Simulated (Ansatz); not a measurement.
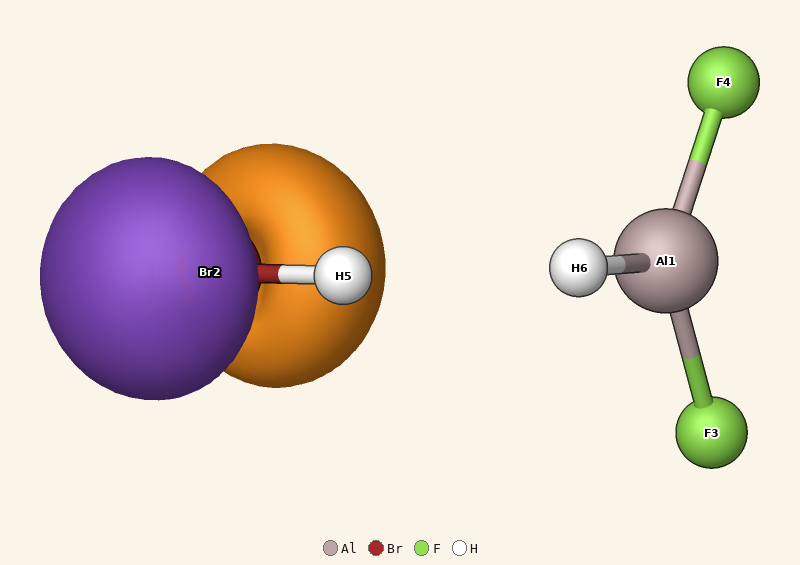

Figure 1: AlF2H···HBr. The HOMO−1 at ±0.2 Å⁻³ᐟ² (orange and purple are the two phases), seen at a tilt.

Not at a stationary point (largest force 1.1 eV/Å).

Method: RKS r2SCANh/def2-SVP (Ansatz 0.2.0).

```xyz
6

Al   -1.0028   -0.2246    0.2229
Br    2.6338    0.0187   -0.4454
F    -1.5225   -1.2725   -0.9424
F    -1.2257   -0.6166    1.8127
H     1.5046    0.9680   -0.4799
H    -0.3874    1.1271   -0.1679
```

Q: Where does this orbital lie, and at what energy?

A: By Hirshfeld shares it lies mainly on Br2 (about 90 %); largely a lone pair of Br2. Its energy is −8.49 eV.
